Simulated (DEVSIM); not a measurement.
Structure: abrupt GaAs p-n junction, at 300 K.

| layer (left to right) | material | thickness (μm) | Nd (cm⁻³) | Na (cm⁻³) | τn (s) | τp (s) |
|---|---|---|---|---|---|---|
| 1 | GaAs | 0.410 | - | 4e15 | 1.2e-8 | 1.2e-8 |
| 2 | GaAs | 1.40 | 1.1e17 | - | 1.2e-8 | 1.2e-9 |

Left contact: ohmic. Right contact: ohmic. Voltage is applied to the left contact. Recombination: SRH at mid-gap. Mobility is μmin + (μ − μmin)/(1 + (N/Nref)^α).

The device is made up for the run: typed textbook-type constants, with dimensions and the other settings drawn at random. Values at 300 K.

| parameter | GaAs |
|---|---|
| gap (eV) | 1.424 |
| affinity (eV) | 4.07 |
| permittivity | 12.9 |
| Nc (cm⁻³) | 4.7e17 |
| Nv (cm⁻³) | 9e18 |
| μn (cm²/Vs) | 8500 |
| μp (cm²/Vs) | 400 |
| μn,min | 500 |
| μp,min | 20 |
| Nref,n | 6e16 |
| Nref,p | 1.5e17 |
| αn | 0.39 |
| αp | 0.38 |

Model (solved in DEVSIM): 1D drift-diffusion, Boltzmann statistics, complete ionisation; no tunnelling, impact ionisation, image-force lowering or self-heating.

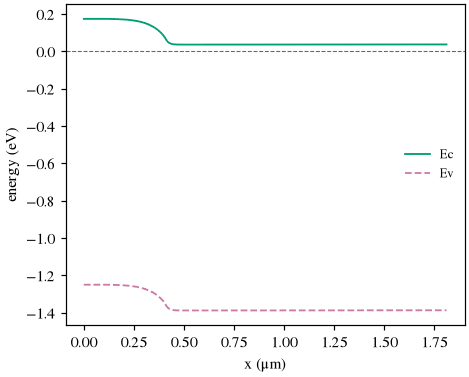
*Band edges at 1.05 V on the left contact*

Energies count from the Fermi level of the right contact; mesh points crowd at the junctions.

```
x (μm)   Ec (eV)  Ev (eV)  n (cm⁻³)  p (cm⁻³)  field (V/cm)
-------  -------  -------  --------  --------  ------------
0.000      0.174   -1.250     < 1e2    4.0e15            35
0.01627    0.175   -1.250    3.0e13    4.0e15            32
0.03978    0.175   -1.249    7.4e13    4.0e15            20
0.07974    0.175   -1.249    1.5e14    4.0e15           -32
0.1699     0.173   -1.251    3.3e14    3.8e15          -420
0.2630     0.163   -1.261    7.0e14    2.6e15         -2000
0.3241     0.144   -1.280    1.6e15    1.2e15         -4700
0.3759     0.109   -1.315    6.5e15    3.2e14         -9400
0.3988     0.083   -1.341    1.8e16    1.2e14        -14000
0.4131     0.059   -1.365    4.5e16    4.6e13        -15000
0.4300     0.043   -1.381    8.4e16    2.5e13         -5100
0.4729     0.037   -1.387    1.1e17    1.8e13          -200
0.5316     0.037   -1.387    1.1e17    1.7e13           ≈ 0
0.6296     0.037   -1.387    1.1e17    1.5e13           ≈ 0
0.8628     0.037   -1.387    1.1e17    1.1e13           ≈ 0
1.138      0.037   -1.387    1.1e17    6.8e12           ≈ 0
1.417      0.037   -1.387    1.1e17    3.7e12           ≈ 0
1.585      0.037   -1.387    1.1e17    2.1e12           ≈ 0
1.707      0.037   -1.387    1.1e17    9.4e11           ≈ 0
1.755      0.038   -1.387    1.1e17    5.0e11           ≈ 0
1.787      0.038   -1.387    1.1e17    2.1e11           ≈ 0
1.810      0.038   -1.387    1.1e17     < 1e2           ≈ 0
```
